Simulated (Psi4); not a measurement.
# GaSiH4OF (SMILES [F][GaH][O][SiH3]): TPSSh/6-31G(d) (spherical functions)

What is the energy change on altering one bond length of GaSiH4OF at TPSSh/6-31G* (spherical functions)? 

The results are computed with Psi4 1.11.

2 further runs of the same task are left out: 1 that didn't finish, 1 set aside as unsound or not needed.

**1. Starting point**

GaSiH4OF: 8 atoms, total charge 0, spin state singlet. As SMILES, `[F][GaH][O][SiH3]`. Geometry: relaxed at PBE0-D4/def2-TZVP. This is one conformer, not always the lowest.

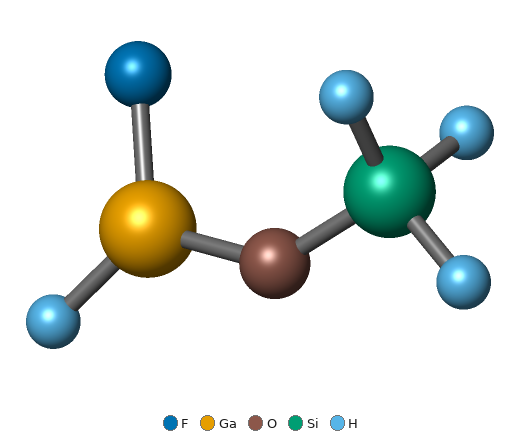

The structure, seen from a chosen angle (fluorine blue, gallium amber, oxygen brown, silicon teal, hydrogen blue).

**2. Energy and gradient at TPSSh/6-31G(d) (spherical functions)**

Contents of calc.dat:

```
memory 2200 MB

molecule geom {
  0 1
  F
  Ga 1 1.750961
  O 2 1.762738 1 112.96489
  Si 3 1.639099 2 138.20541 1 0.10221
  H 2 1.536585 1 121.91538 3 -179.97906
  H 4 1.485094 3 108.02617 2 179.87469
  H 4 1.487467 6 109.07157 3 -120.71077
  H 4 1.48749 6 109.06368 7 -118.58404
  units angstrom
  symmetry c1
  no_reorient
  no_com
}

set globals {
  basis                6-31G*
  puream               true
  e_convergence        1e-09
  d_convergence        1e-08
  scf_type             pk
  dft_radial_points    99
  dft_spherical_points 590
}

E, wfn = gradient('tpssh', return_wfn=True)
oeprop(wfn, 'QUADRUPOLE', 'DIPOLE', 'MAYER_INDICES')
```

The run is started by

```sh
$ psi4 -i calc.dat -o calc.out -n 1
```

calc.out:

```text
[...]
  Running in c1 symmetry.
[...]
  Nuclear repulsion =  350.543635383731896
[...]
  Multiplicity = 1
[...]
  Nalpha       = 33
  Nbeta        = 33
[...]
    Number of basis functions: 86
[...]
   @RKS iter   1: -2389.68779697433865   -1.70286e+00   3.48983e-02 DIIS/ADIIS
[...]
   @RKS iter  13: -2391.60239790100059    2.72848e-12   4.97805e-09 DIIS
[...]
  @RKS Final Energy: -2391.60239790100059
   => Energetics <=
    Nuclear Repulsion Energy =            350.5436353837318961
    One-Electron Energy =               -4028.6605130062521312
    Two-Electron Energy =                1391.7664032804229919
    DFT Exchange-Correlation Energy =    -105.2519235589028597
    Empirical Dispersion Energy =           0.0000000000000000
    VV10 Nonlocal Energy =                  0.0000000000000000
    Total Energy =                      -2391.6023979010001312
[...]
  -Total Gradient:
     Atom            X                  Y                   Z
    ------   -----------------  -----------------  -----------------
       1       -0.000005273216    -0.000130393449     0.002408742528
       2        0.000014087097    -0.005017557557     0.004130154937
       3        0.000011297589    -0.005853201161    -0.010770894446
       4       -0.000026440422     0.011863204991     0.005834715737
       5       -0.000002985376    -0.002184105448    -0.001861571582
       6        0.000005889160    -0.000238224433     0.000999460178
       7       -0.000748421339     0.000777690517    -0.000369621632
       8        0.000751801802     0.000779327335    -0.000368852482
[...]
 Multipole Moments:
 ------------------------------------------------------------------------------------
     Multipole            Electronic (a.u.)      Nuclear  (a.u.)        Total (a.u.)
 ------------------------------------------------------------------------------------
 L = 1.  Multiply by 2.5417464519 to convert [e a0] to [Debye]
 Dipole X            :         -0.0083263            0.0086381            0.0003117
 Dipole Y            :         12.9056630          -12.5468679            0.3587951
 Dipole Z            :         -1.5055644            1.9806065            0.4750421
 Magnitude           :                                                    0.5953142
 L = 2.  Multiply by 1.3450342976 to convert [e a0^2] to [Debye ang]
 Quadrupole XX       :        -39.3607140           10.4351606          -28.9255533
 Quadrupole XY       :          0.2776408           -0.2778061           -0.0001653
[...]
```

Wall time 65 s (1 thread of AMD EPYC 7R43 (Zen 3), shared host); peak memory 1.3 GiB.

**3. The distorted shape at the same level**

Contents of run.py:

```python
import psi4

psi4.set_memory('2200 MB')
psi4.set_num_threads(1)
psi4.core.set_output_file('output.dat', False)

mol = psi4.geometry("""
0 1
F      1.048378     1.617611     1.794457
Ga     1.515178     1.365811     0.125757
O      0.513478     0.170411    -0.695743
Si    -0.952800    -0.945800    -0.299100
H      2.684378     2.129811    -0.514843
H     -1.287500    -1.717200    -1.523200
H     -0.618600    -1.894300     0.796900
H     -2.137300    -0.143800     0.108800
symmetry c1
no_reorient
no_com
""")

psi4.set_options({
    'basis': '6-31G*',
    'puream': True,
    'e_convergence': 1e-09,
    'd_convergence': 1e-08,
    'scf_type': 'pk',
    'dft_radial_points': 99,
    'dft_spherical_points': 590,
})

e_tot = psi4.gradient('TPSSH')
print('gradient / Eh bohr^-1')
print(e_tot.np.round(6))
```

The run is started by

```sh
$ python run.py
```

output.dat (excerpt; [...] marks lines left out):

```text
[...]
  Running in c1 symmetry.
[...]
  Nuclear repulsion =  338.897794062359822
[...]
  Multiplicity = 1
[...]
  Nalpha       = 33
  Nbeta        = 33
[...]
    Number of basis functions: 86
[...]
   @RKS iter   1: -2389.66230073449196   -1.86548e+00   3.48775e-02 DIIS/ADIIS
[...]
   @RKS iter  13: -2391.58327785512211   -8.64020e-12   7.82615e-09 DIIS
[...]
  @RKS Final Energy: -2391.58327785512211
   => Energetics <=
    Nuclear Repulsion Energy =            338.8977940623598215
    One-Electron Energy =               -4005.9063619133448810
    Two-Electron Energy =                1380.5969410365894419
    DFT Exchange-Correlation Energy =    -105.1716510407266725
    Empirical Dispersion Energy =           0.0000000000000000
    VV10 Nonlocal Energy =                  0.0000000000000000
    Total Energy =                      -2391.5832778551221054
[...]
 Multipole Moments:
 ------------------------------------------------------------------------------------
     Multipole            Electronic (a.u.)      Nuclear  (a.u.)        Total (a.u.)
 ------------------------------------------------------------------------------------
 L = 1.  Multiply by 2.5417464519 to convert [e a0] to [Debye]
 Dipole X            :        -86.6087958           86.5787889           -0.0300069
 Dipole Y            :        -82.1865532           82.0051169           -0.1814363
 Dipole Z            :        -17.7122614           17.3153583           -0.3969031
 Magnitude           :                                                    0.4374375
[...]
  -Total Gradient:
     Atom            X                  Y                   Z
    ------   -----------------  -----------------  -----------------
       1        0.000228886504    -0.001820396818    -0.005103280513
       2        0.003487778043     0.001752928274    -0.003273909775
       3        0.057569573961     0.048294813794    -0.004241077430
       4       -0.050175940877    -0.040384077402     0.008078150264
       5       -0.002498825214    -0.001517623165     0.001670281762
       6       -0.003523407667    -0.003242628385    -0.000491265828
       7       -0.001704193499    -0.002520251351     0.002088366231
       8       -0.003402492296    -0.000561460613     0.001317407030
[...]
```

Standard output:

```text
gradient / Eh bohr^-1
[[ 0.000229 -0.00182  -0.005103]
 [ 0.003488  0.001753 -0.003274]
 [ 0.05757   0.048295 -0.004241]
 [-0.050176 -0.040384  0.008078]
 [-0.002499 -0.001518  0.00167 ]
 [-0.003523 -0.003243 -0.000491]
 [-0.001704 -0.00252   0.002088]
 [-0.003402 -0.000561  0.001317]]
```

Run time: 70 s. Hardware: 1 thread of AMD EPYC 7R43 (Zen 3), shared host; peak memory 1.3 GiB.

**4. Outcome**

At TPSSh/6-31G* (spherical functions):

| quantity | value |
| --- | --- |
| first shape: total energy | -2391.60240 Eh |
| first shape: dipole moment | 1.51 D |
| first shape: HOMO energy | -8.03 eV |
| first shape: LUMO energy | -1.38 eV |
| first shape: HOMO–LUMO gap | 6.65 eV |
| first shape: largest force on an atom | 0.680 eV/Å |
| distorted shape: total energy | -2391.58328 Eh |
| distorted shape: dipole moment | 1.11 D |
| distorted shape: HOMO energy | -7.77 eV |
| distorted shape: LUMO energy | -1.14 eV |
| distorted shape: HOMO–LUMO gap | 6.63 eV |
| distorted shape: largest force on an atom | 3.870 eV/Å |
| energy change with the O3–Si4 bond stretched from 1.639 to 1.885 Å | 0.520 eV |

In words: With the O3–Si4 bond stretched from 1.639 to 1.885 Å the energy rises by 0.52 eV (50.2 kJ/mol). The first shape isn't relaxed at this level, so the change isn't measured from a minimum. The largest force (first shape) is 0.68 eV/Å: the shape isn't a stationary point for this species at this level.
